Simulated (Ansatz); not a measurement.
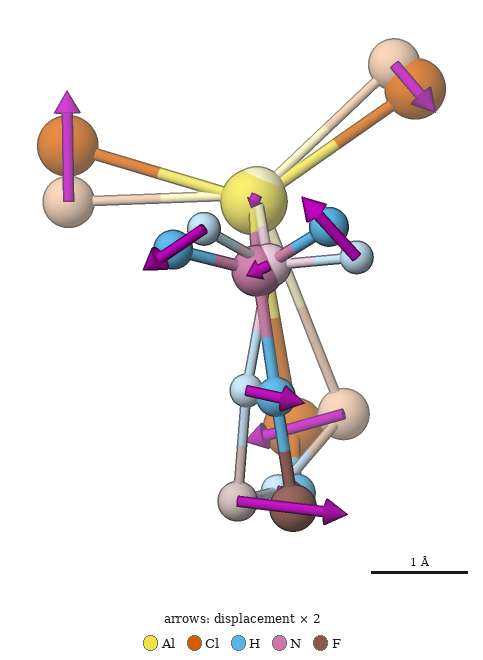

This is a constrained relaxation of AlNH4Cl3F. The starting structure is drawn faded, the final one solid; purple arrows show the displacements, 2 times their true length. The two geometries are superimposed by the best rigid fit.

The picture is a ball-and-stick view, seen from a free direction.

The reaction that was planned forms Al1–N6, H5–F8, Cl2–H7 and breaks Al1–Cl2, H5–N6, H7–F8 (atoms numbered from 1 in input order).

Computed with RKS PBE0-D4/def2-SVP in Ansatz.

Input file:
```yaml
crystal:
  periodic: [false, false, false]
  atoms:
    - {symbol: Al, position_ang: [-1.177700, -0.254300, -0.881800]}
    - {symbol: Cl, position_ang: [0.602400, 1.456400, -1.706700]}
    - {symbol: Cl, position_ang: [-0.610000, -1.987900, -1.756000]}
    - {symbol: Cl, position_ang: [-2.942200, 0.732100, -0.844100]}
    - {symbol: H, position_ang: [1.098100, -0.073100, 0.851200]}
    - {symbol: N, position_ang: [-0.191800, -0.278000, 1.127100]}
    - {symbol: H, position_ang: [1.778200, 0.818700, -0.579200]}
    - {symbol: F, position_ang: [2.169600, 0.262300, 0.405900]}
    - {symbol: H, position_ang: [-0.258000, -1.149500, 1.636700]}
    - {symbol: H, position_ang: [-0.468500, 0.473200, 1.746900]}
basis:
  gaussian: {orbitals: def2-SVP}
hamiltonian: {xc: pbe0, dispersion: d4}
relax: {f_tol: 0.04, max_steps: 150, escape_saddle: false, constraints: [{distance: [0, 5]}, {distance: [4, 7]}, {distance: [1, 6]}, {distance: [0, 1]}, {distance: [4, 5]}, {distance: [6, 7]}]}
```

Run as
```bash
ansatz run in.yaml --threads 8 --pin off --events-out ev --progress --plain --max-ram 19148MiB
```

Question: What happened in the run?

Answer: After 10 geometry steps the energy has fallen by 0.168 eV. The largest force component goes from 1.2 to 0.035 eV/Å. The forces were under the threshold at step 7, but the run went on from there. The largest move after the best rigid fit is that of F8, 0.60 Å. By element the largest moves are F 0.60 Å, Cl 0.59 Å, H 0.44 Å, N 0.14 Å, Al 0.08 Å. Near-neighbour distances that change, for instance: Al1–Cl3 2.023 → 2.090 Å, N6–H10 1.012 → 1.021 Å. Among the angles between lasting bonds that change: Cl3–Al1–Cl4 132.2° → 123.7°, Al1–N6–H9 115.6° → 110.2°, Cl2–Al1–Cl3 103.6° → 108.3°.
